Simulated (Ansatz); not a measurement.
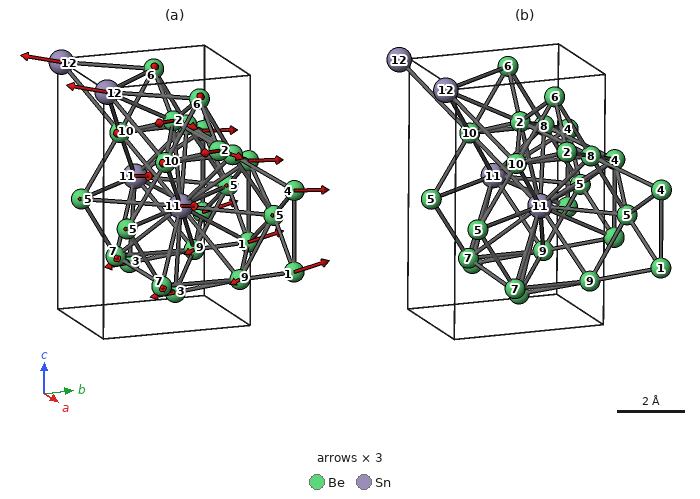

The structure of crystalline Be₅Sn (a generated structure, set up in P1) (coarse preliminary run) before (left) and after (right) a relaxation, at one scale. The red arrows give the displacements (the part carried along by the change of the cell is left out), 3 times their true length.

Style: ball-and-stick. Shown: the cell of the calculation, repeated 2 × 1 × 1 with one cell outlined, slightly off an axis.

Theory: Ansatz 0.2.0, DFT PBE, scalar-relativistic, plane waves, PAW. Set-up: plane-wave cutoff 420 eV; k-point mesh 6 × 6 × 4; occupations gaussian; smearing width 0.2 eV; no spin polarisation; cell and atoms relaxed; force threshold 0.025 eV/Å; at most 60 steps.

**Summarise the run.**

The run was cut off at its time limit before the relaxation converged, so the last structure is only a point on the way. Over 6 accepted moves (8 points after the start) the energy falls by 0.607 eV per cell of the calculation. Largest force component: 0.96 eV/Å at the start, 0.063 eV/Å at the end. Pressure: 2.92 GPa at the start and −0.06 GPa at the end. The line search rejected the trial steps at points 3, 7 of the run. Sn12 moves most relative to the cell: 0.43 Å roughly along [−1 −3 0]. By element the largest moves are Sn 0.43 Å, Be 0.40 Å. The volume changes by +3.3 %, with a 3.604 → 3.666 Å (+1.7 %), b 4.732 → 4.807 Å (+1.6 %), c 7.780 → 7.776 Å (−0.1 %), α 90.8° → 90.0°, γ 89.5° → 89.4°. Among the contacts that change: Be6–Sn12 2.844 → 3.326 Å, Be2–Be4 2.731 → 2.283 Å, Be1–Be3 2.710 → 2.287 Å, Be6–Sn12 (another image) 3.130 → 2.763 Å. Bond angles that change, for instance: Be10–Be8–Sn12 119.4° → 107.7°, Be3–Be7–Be3 105.1° → 116.1°, Be1–Be7–Be3 74.5° → 63.9°. The space group stays P1 (No. 1).
